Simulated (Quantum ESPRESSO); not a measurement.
# Near-edge structure at the Zn K edge of KZnF3 (Pm-3m), part 3 of 3

What does one-electron theory with a core hole give for the Zn K edge of KZnF3 (Pm-3m)?

Quantum ESPRESSO 7.5; X-ray absorption near-edge structure, plane-wave PAW PBE, one-electron final states by a Lanczos continued fraction.

So far. Step 7 (Spectrum with FCH, Zn atom 1): Main maxima below 30 eV (height): 6.8 eV (1.81), 10.3 eV (2.21), 19.4 eV (0.87) and 24.7 eV (0.90).  Step 7 (Spectrum with FCH, Zn atom 1): The hole costs E(hole) − E(ground) = 9688.94 eV, and the lowest empty level of the hole cell lies at 6.80 eV, which puts the zero at 9695.74 eV. One term is added: -30.96 eV, since the hole is spin-paired here and a spin-polarised one costs that much less in the free atom (computed apart). The photon energy is then 9664.78 eV.

## (8) Quadrupole spectrum with FCH, Zn atom 1

Pre-edge features of transition metals can come from s→d transitions, which the dipole operator misses, so the quadrupole term is computed on the same field.

Changed against the first core-hole run: operator from dipole to quadrupole.

xspectra.in

```
&input_xspectra
   calculation='xanes_quadrupole', edge='K'
   prefix='x', outdir='tmp', xiabs=1, xe0=5.0905
   xonly_plot=.false., x_save_file='xanes.sav'
   xniter=3000, xcheck_conv=20, xerror=0.005
   xcoordcrys=.false., xepsilon(1)=1, xepsilon(2)=0, xepsilon(3)=0
   xkvec(1)=0, xkvec(2)=1, xkvec(3)=0
/
&plot
   xnepoint=226, xemin=-8, xemax=22, terminator=.true., cut_occ_states=.true.
   xgamma=0.4
/
&pseudos
   filecore='../Zn.wfc'
/
&cut_occ
   cut_desmooth=0.1, cut_stepl=0.05, cut_stepu=0.05, cut_ierror=1e-5
/
5 5 5 0 0 0
```

Run with:

```bash
OMP_NUM_THREADS=1 mpirun --oversubscribe --bind-to none -np 4 xspectra.x -nk 4 -in xspectra.in > xspectra.out
```

Output:

```text
     [... banner and references ...]
Reading input_file

     calculation: xanes_qyadrupole

     xepsilon  [cartesian coordinates]:   1.000000   0.000000   0.000000

     xonly_plot: FALSE
        => complete calculation: Lanczos + spectrum plot

     filecore (core-wavefunction file): ../Zn.wfc

     main plot parameters:
        cut_occ_states: TRUE
        gamma_mode:  constant
        -> using xgamma [eV]:  0.40
        xemin [eV]:  -8.00
        xemax [eV]:  22.00
        xnepoint:  226
        xe0 [eV]:   5.090500 (energy zero read in input file)

[...]
Results of STEP 1 successfully written in x_save_file
     x_save_file name:
     ->  xanes.sav
     x_save_file version:  2

     ... End STEP 1 ...

     ... Begin STEP 2 ...

     The spectrum is calculated using the following parameters:
        xe0 [eV]:    5.0905
        the occupied states are elimintate from the spectrum
        xemin [eV]:  -8.00
        xemax [eV]:  22.00
        xnepoint:  226
        constant broadening parameter [eV]:    0.400
        Core level energy [eV]:  -9659.
         (from electron binding energy of neutral atoms in X-ray data booklet)

     Cross-section successfully written in xanes.dat

     ... End STEP 2 ...

                                END JOB XSpectra
```

It took 94 s on 4 MPI ranks of Intel Xeon 6975P-C (Granite Rapids), shared host; peak memory 0.21 GiB.

Dipole and quadrupole parts on one scale (eps x, k y):

```
E (eV)  dipole  quadrupole × 20
  -3.0    0.06             0.00
  -2.0    0.07             0.00
  -1.0    0.08             0.00
   0.0    0.10             0.00
   1.0    0.14             0.00
   2.0    0.19             0.00
   3.0    0.29             0.00
   4.0    0.56             0.00
   5.0    0.80             0.00
   6.0    1.40             0.00
   7.0    1.79             0.00
   8.0    1.60             0.00
   9.0    1.79             0.01
  10.0    2.17             0.01
  11.0    1.97             0.01
  12.0    1.56             0.02
  13.0    1.05             0.02
  14.0    0.82             0.03
  15.0    0.68             0.03
  16.0    0.57             0.04
  17.0    0.58             0.04
  18.0    0.72             0.03
  19.0    0.86             0.02
  20.0    0.83             0.02
```

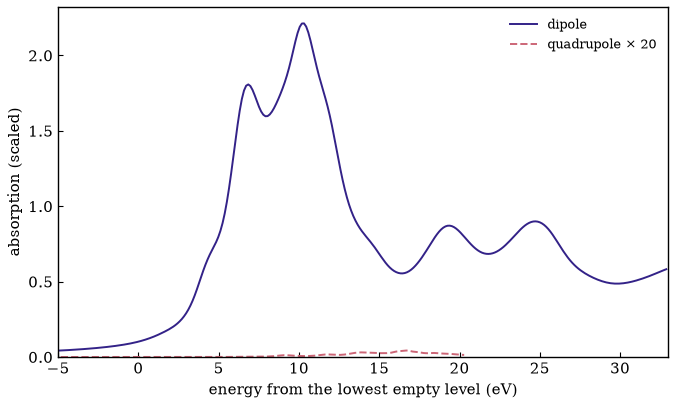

Dipole spectrum and the quadrupole part, magnified.

## (9) What the core hole does

Both curves are counted from their own zero, so only the shift of weight within the empty states shows.

```
E (eV)  no hole   FCH
  -2.0     0.06  0.07
  -1.0     0.07  0.08
   0.0     0.09  0.10
   1.0     0.13  0.14
   2.0     0.18  0.19
   3.0     0.28  0.29
   4.0     0.40  0.56
   5.0     0.60  0.80
   6.0     0.74  1.40
   7.0     0.80  1.79
   8.0     0.97  1.60
   9.0     1.54  1.79
  10.0     2.11  2.17
  11.0     2.43  1.97
  12.0     1.96  1.56
  13.0     1.46  1.05
  14.0     1.08  0.82
  15.0     0.82  0.68
  16.0     0.80  0.57
  17.0     0.97  0.58
  18.0     1.12  0.72
  19.0     1.09  0.86
  20.0     0.97  0.83
  21.0     0.90  0.72
  22.0     0.96  0.69
  23.0     1.11  0.76
  24.0     1.12  0.87
  25.0     1.00  0.89
  26.0     0.87  0.78
  27.0     0.77  0.63
  28.0     0.67  0.54
  29.0     0.60  0.50
  30.0     0.60  0.49
  31.0     0.67  0.51
  32.0     0.75  0.54
```

With each curve scaled to its own mean, the area from −2 to 6 eV with the hole is 2.8 against 2.2, and the centre of weight from −1 to 20 eV moves by -1.2 eV: the hole pulls the absorber's empty states down.

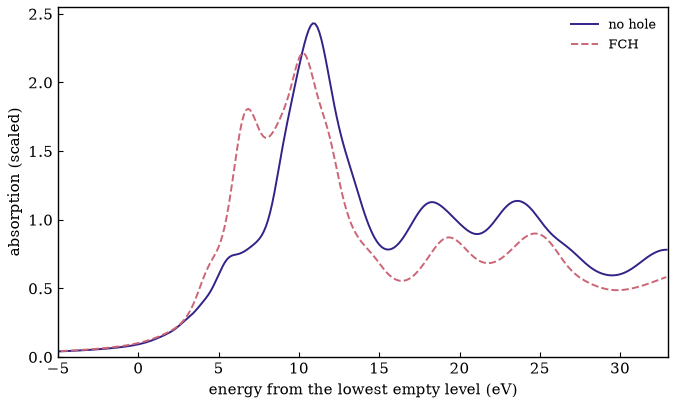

The Zn K edge with and without the core hole, each from its own zero; the highest intensity below 24 eV lies at 10.3 eV with the hole.

## (10) Runs not followed above

These runs aren't followed: redraws of a spectrum that repeat one shown, runs with a planted fault or a state judged unsound, or a program's part that gave no sound spectrum.

| program | step | status | elapsed |
| --- | --- | --- | --- |
| Quantum ESPRESSO | no core hole, redrawn | converged | 1.6 s |
| Quantum ESPRESSO | spectrum with FCH, redrawn | converged | 1.9 s |

## (11) What came out

```yaml
absorber_and_edge: Zn K, atom 1 of the ground-state input (counted from 1)
surroundings: 6 F at 2.02 Å (octahedral, site symmetry m-3m)
highest_intensity_below_24_ev: 10.3 eV above the zero, height 2.21
photon_energy_of_the_zero_with_the_added_terms: 9664.8 eV (raw 9695.7 eV; uncertain by a few eV)
```

In words: The Zn K edge of atom 1, with 6 F at 2.02 Å (octahedral, site symmetry m-3m), has its highest intensity of the first 24 eV at 10.3 eV above the zero, near 9675 eV in photon energy (uncertain by a few eV), 2.2 times the mean level of the first 20 eV (Lorentzian half width 0.83 eV up to 4 eV, rising linearly to 1.75 eV at 25 eV (not a setting of the program: the run's 0.4 eV curve was folded afterwards with a further Lorentzian)). With each curve scaled to its own mean, the area from −2 to 6 eV with the hole is 2.8 against 2.2, and the centre of weight from −1 to 20 eV moves by -1.2 eV: the hole pulls the absorber's empty states down. The quadrupole part peaks at 16.7 eV with 0.2 % of the dipole spectrum's mean level. The holes are only 5.7 Å apart, so the shape is probably not converged with cell size; no larger cell was run here. Lifetime broadening is put in by hand, and intensities beyond about 20 eV depend on it and on the partial waves; weight that the partial waves miss at high energy is lost. The structure is a published determination, not relaxed.

[Banner, clock and machine lines of the logs are left out without a mark of their own.]

[Logs are printed without paths, hosts, clocks, repeated set-up lines and the standing remarks that a program may print on its own settings, such as how far it seeks lower states.]

[Hosts, paths, dates, database ids (printed as entryN), source tags and the programs' standing remarks are cut or masked in the printed files.]

[Lists of maxima count a maximum above −3 eV only where it reaches 4 % of the highest in the window and stands out from its surroundings by 2 % of it (1.5 % where it reaches 55 %); shoulders and weaker maxima are passed over, and of the rest the first, up to two pre-edge ones and the few strongest are named.]
